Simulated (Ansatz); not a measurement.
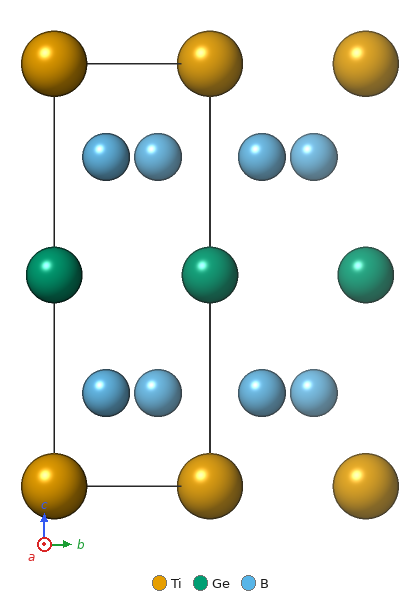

The picture looks along a close-packed row of the hexagonal mesh; c points upwards. Every atom sits on one of the three columns of the mesh; call them A, B, C in the order in which they first turn up. The sequence starts with the first layer at or above the cell's origin.

The compound is TiGeB₄, taken as the geometry relaxed with Ansatz, DFT LDA, scalar-relativistic, plane waves, PAW; the starting structure was generated, so it need not be a known form of this composition.

List the layers of one repeat.

Answer. Ti(A) – B(B)+B(C) – Ge(A) – B(B)+B(C) (four layers in 7.06 Å).

Heights of the layers:

```json
{"layer": "1", "atoms (column)": "Ti(A)", "height (Å)": "0.00", "to next (Å)": "1.56"}
{"layer": "2", "atoms (column)": "B(B)+B(C)", "height (Å)": "1.56", "to next (Å)": "1.97"}
{"layer": "3", "atoms (column)": "Ge(A)", "height (Å)": "3.53", "to next (Å)": "1.97"}
{"layer": "4", "atoms (column)": "B(B)+B(C)", "height (Å)": "5.50", "to next (Å)": "1.56"}
```
